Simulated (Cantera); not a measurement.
Feed: 1 mol Al, 8.2 mol HCl, 3 mol N2, held at 7.35 Torr.

Equilibrium computed with Cantera from the NASA thermochemical tables; the gas is ideal and each condensed phase is pure. Candidate condensed phases: Al, AlCl3, AlN, NH4Cl; 20 gas species. The tables' values for AlCl2 are old estimates; treat these amounts as uncertain. Rates play no part.

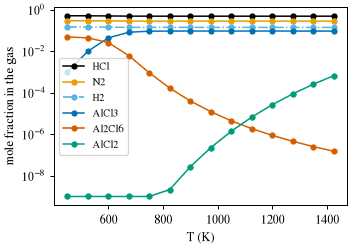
*Equilibrium gas composition (values under 1e-9 drawn at 1e-9)*

### Question
Read off the mole fractions at 1350 K.

### Answer
HCl about 0.49, N2 about 0.28, H2 about 0.14, AlCl3 about 0.093, AlCl2 about 0.00026, Al2Cl6 about 2.5e-7.
